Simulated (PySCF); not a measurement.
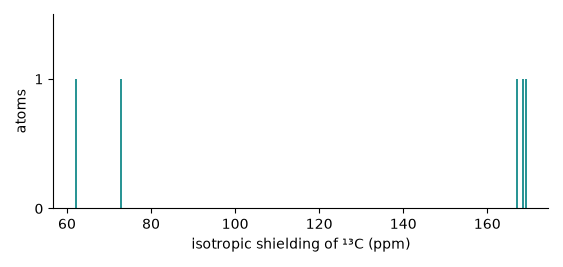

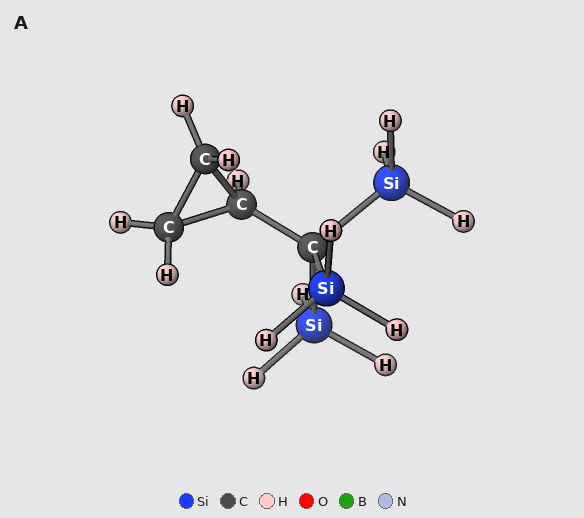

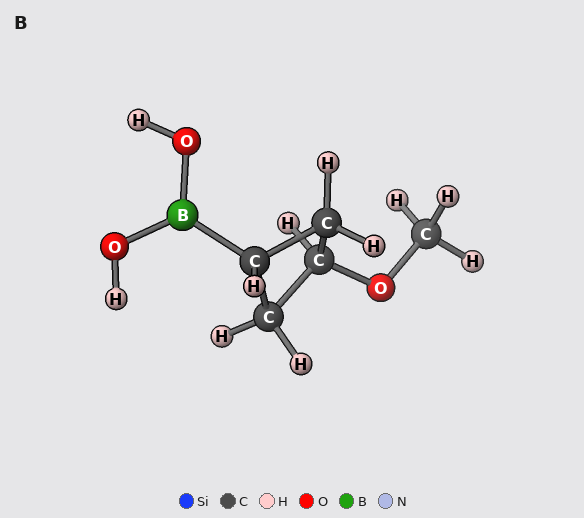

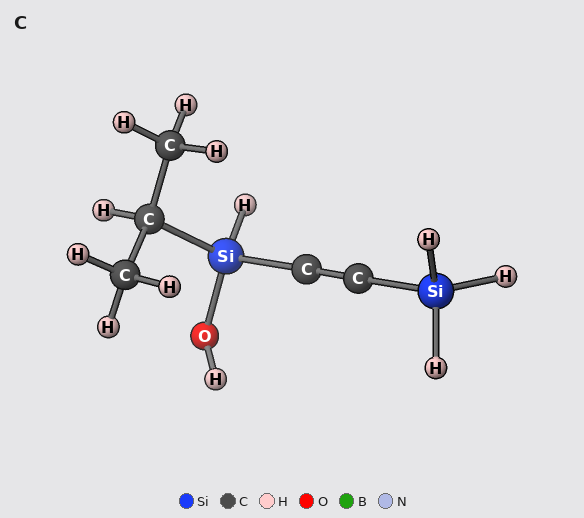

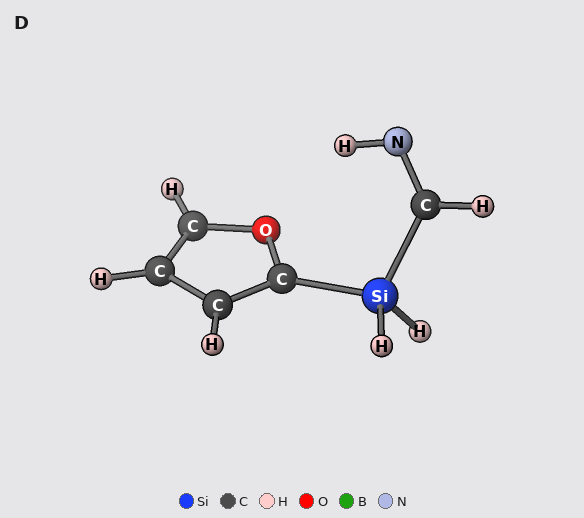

The sticks are computed shieldings of one of the molecules, for one fixed geometry (PBE0-D3(BJ)/def2-SVP) without averaging over rotations. Low shielding means a high chemical shift. Method: GIAO PBE0/pcSseg-1 NMR shielding, non-relativistic, IEF-PCM chloroform (PySCF 2.14.0).

### Match the spectrum to a structure.

C, `CC(C)[Si@H](O)C#C[SiH3]`. Its 5 C atoms give lines at 62.1, 73.0, 167.1, 168.6, 169.2 ppm.
